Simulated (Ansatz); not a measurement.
# BNH2Cl (SMILES N[B]Cl): levels of theory compared

We compute a comparison of 6 runs (U-wB97M-V/STO-3G, UBHLYP/STO-3G, UBLYP/STO-3G, UPBE/STO-3G, USVWN5/STO-3G, UCCSDTQ/STO-3G) of BNH2Cl. 

The calculation is run with Ansatz 0.2.0.

76 further runs of the same task are left out: 76 set aside as unsound or not needed.

## (1) The system as given

BNH2Cl has 5 atoms, charge 0, and is taken as a doublet. SMILES: `N[B]Cl`. The H5–N1 distance was set to 2.526 Å, away from the relaxed value. At this shape a bond of the SMILES string is far longer than usual.

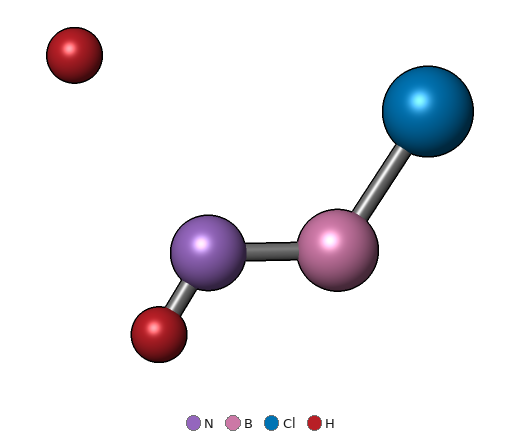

Viewed from a chosen angle; nitrogen purple, boron pink, chlorine blue, hydrogen red.

## (2) A single-point energy at U-wB97M-V/STO-3G (run 1)

in.yaml reads:

```yaml
crystal:
  periodic: [false, false, false]
  atoms:
    - symbol: "N"
      position_ang: [-1.308694, 0.092602, 0.859143]
    - symbol: B
      position_ang: [-1.073094, -0.864098, 1.820243]
    - symbol: Cl
      position_ang: [0.368506, -1.845698, 1.900443]
    - symbol: H
      position_ang: [-2.151394, 0.640402, 0.842743]
    - symbol: H
      position_ang: [0.315800, 0.625100, -1.000600]
basis:
  gaussian: {orbitals: STO-3G}
magnetization: {spin_polarized: true, initial_magnetization: 1}
accuracy: high
hamiltonian: {xc: {name: wB97M-V}}
total_charge: 0
```

On the command line:

```console
$ ansatz run in.yaml --threads 1 --pin off --max-ram 2610MiB --events-out events.jsonl --progress --plain --runs-dir runs
```

Log:

```text
Warning: RAYON_NUM_THREADS=1 ignored (pool sized by the plan → 1); use --threads N
Functional definition: wB97M-V
  name "wB97M-V"
  parameter omega = 0.3/bohr
  parameter cx = 0.15
  parameter cx01 = 1.007
  parameter cx10 = 0.259
  parameter css00 = 0.443
  parameter css04 = -1.437
  parameter css10 = -4.535
  parameter css20 = -3.390
  parameter css43 = 4.278
  parameter cos00 = 1.000
  parameter cos10 = 1.358
  parameter cos20 = 2.924
  parameter cos21 = -8.812
  parameter cos60 = -1.390
  parameter cos61 = 9.142
  parameter b = 6.0
  parameter c = 0.01
  gx(w, u) = 1 - cx + cx01*u + cx10*w
  gss(w, u) = css00 + css04*u^4 + css10*w + css20*w^2 + css43*w^4*u^3
  gos(w, u) = cos00 + cos10*w + (cos20 + cos21*u)*w^2 + (cos60 + cos61*u)*w^6
  exchange = spin_sum(e_x_unif_sr(omega)*gx(b97_w, b97_u_x)) + cx*exact_x_sr(omega) + exact_x_lr(omega)
  correlation = spin_sum(e_c_pw_mod_same_spin*gss(b97_w, b97_u_same))
      + integral(e_c_pw_mod_opposite_spin*gos(b97_w_opposite, b97_u_opposite)) + vv10(b, c)
371 factors; integrals over basis functions are off by at most 2.5e-8 eV
155 factors; integrals over basis functions are off by at most 6.4e-10 eV
mean field evaluation 1: about -14548.7781 eV, gradient 2.4e1 eV
mean field evaluation 2: about -14538.8345 eV, gradient 5.4e1 eV
mean field evaluation 4: about -14553.4300 eV, gradient 8.8e-1 eV
mean field evaluation 8: about -14553.4048 eV, gradient 5.5e-2 eV
mean field evaluation 16: about -14553.4053 eV, gradient 7.3e-4 eV
mean field evaluation 32: about -14551.8908 eV, gradient 8.2e0 eV
mean field -14553.40530687 eV, -534.8277803752 hartree, gradient 1.3e-8 eV, S^2 0.752728; 2 other end points of the search recorded, 0 dependent functions left out
reference -14553.40530932 eV, -534.8277804652 hartree; 16, 15 occupied and 5, 6 virtual orbitals, 371 factors
Total energy: -14553.40530932 eV, -534.8277804652 hartree
```

Run time: 31 s. Hardware: 1 thread of Arm Neoverse V1, shared host; peak memory 0.5 GiB.

## (3) A single-point energy at UBHLYP/STO-3G (run 2)

molecule.yaml reads:

```yaml
basis:
  gaussian:
    orbitals: STO-3G
crystal:
  periodic: [false, false, false]
  atoms:
    - {symbol: N, position_ang: [-1.308694, 0.092602, 0.859143]}
    - {symbol: B, position_ang: [-1.073094, -0.864098, 1.820243]}
    - {symbol: Cl, position_ang: [0.368506, -1.845698, 1.900443]}
    - {symbol: H, position_ang: [-2.151394, 0.640402, 0.842743]}
    - {symbol: H, position_ang: [0.315800, 0.625100, -1.000600]}
magnetization:
  spin_polarized: true
  initial_magnetization: 1
hamiltonian:
  xc: {name: BHLYP}
accuracy: high
```

On the command line:

```console
$ ansatz run molecule.yaml --threads 1 --pin off --max-ram 2610MiB --events-out events.jsonl --progress --plain --runs-dir runs
```

Log:

```text
Warning: RAYON_NUM_THREADS=1 ignored (pool sized by the plan → 1); use --threads N
Functional definition: BHLYP
  name "BHLYP"
  parameter a = 0.5
  exchange = (1 - a)*b88_x + a*exact_x
  correlation = lyp_c
371 factors; integrals over basis functions are off by at most 2.5e-8 eV
mean field evaluation 1: about -14547.5204 eV, gradient 2.3e1 eV
mean field evaluation 2: about -14530.4462 eV, gradient 6.2e1 eV
mean field evaluation 4: about -14551.5313 eV, gradient 7.6e-1 eV
mean field evaluation 8: about -14551.5378 eV, gradient 1.1e-1 eV
mean field evaluation 16: about -14551.5653 eV, gradient 2.9e-4 eV
mean field evaluation 32: about -14550.2729 eV, gradient 5.8e0 eV
mean field -14551.56528772 eV, -534.7601609186 hartree, gradient 2.5e-8 eV, S^2 0.890736; 4 other end points of the search recorded, 0 dependent functions left out
reference -14551.56530838 eV, -534.7601616776 hartree; 16, 15 occupied and 5, 6 virtual orbitals, 371 factors
Total energy: -14551.56530838 eV, -534.7601616776 hartree
```

Run time: 2.9 s. Hardware: 1 thread of Arm Neoverse V1, shared host; peak memory 0.13 GiB.

Runs 3 to 5 aren't shown in full; the table further down has their settings and results.

## (4) A single-point energy at UCCSDTQ/STO-3G (run 6)

in.yaml reads:

```yaml
crystal:
  periodic: [false, false, false]
  atoms:
    - {symbol: "N", position_ang: [-1.308694, 0.092602, 0.859143]}
    - {symbol: B, position_ang: [-1.073094, -0.864098, 1.820243]}
    - {symbol: Cl, position_ang: [0.368506, -1.845698, 1.900443]}
    - {symbol: H, position_ang: [-2.151394, 0.640402, 0.842743]}
    - {symbol: H, position_ang: [0.315800, 0.625100, -1.000600]}
basis:
  gaussian:
    orbitals: STO-3G
magnetization:
  spin_polarized: true
  initial_magnetization: 1
correlation:
  method: ccsdtq
  frozen_orbitals: {B: 1, Cl: 5, H: 0, "N": 1}
accuracy: high
scf:
  omitted_lower_state_checks: [cluster_reference, increment]
```

On the command line:

```console
$ ansatz run in.yaml --threads 1 --pin off --max-ram 2610MiB --events-out events.jsonl --progress --plain --runs-dir runs
```

Log:

```text
Warning: RAYON_NUM_THREADS=1 ignored (pool sized by the plan → 1); use --threads N
[... 16 lines left out ...]
7 core orbitals not correlated: weight in the atoms' cores, before any rotation towards them, 1.000 or more for the frozen orbitals, at most 0.000 for the correlated occupied ones
[... 47 lines left out ...]
Total energy: -14527.12354887 eV, -533.8619435831 hartree
Checks for a lower state left out: cluster_reference, increment
```

Run time: 1.8 min. Hardware: 1 thread of Arm Neoverse V1, shared host; peak memory 0.55 GiB.

## (5) The series

```
run             level  frozen core orbitals  energy (Eh)   ⟨S²⟩  wall time
  1  U-wB97M-V/STO-3G                     –  -534.827780  0.753       31 s
  2     UBHLYP/STO-3G                     –  -534.760162  0.891      2.9 s
  3      UBLYP/STO-3G                     –  -534.714011  0.755      2.1 s
  4       UPBE/STO-3G                     –  -534.497549  0.754      2.1 s
  5     USVWN5/STO-3G                     –  -532.518672  0.753      1.1 s
  6    UCCSDTQ/STO-3G                     7  -533.861944  1.461    1.8 min
```

## (6) Results

```
                                          quantity          value
                               run 6: total energy  -533.86194 Eh
run 6: correlation energy (7 core orbitals frozen)     -154.6 mEh
          run 6: ⟨S²⟩ of the reference determinant          1.461
                              run 6: T1 diagnostic          0.097
```

What this shows: Totals of different functionals can't be ranked against each other. In runs 1, 2, 3, 4, 5, 6 the basis is minimal, so the values are rough. Spin contamination of the reference: run 6 ⟨S²⟩ = 1.46, run 2 ⟨S²⟩ = 0.89. Where it is this large, the reference is a mixture of spin states, and values that rest on it are in doubt. All runs together took 2.5 min, the longest 1.8 min.
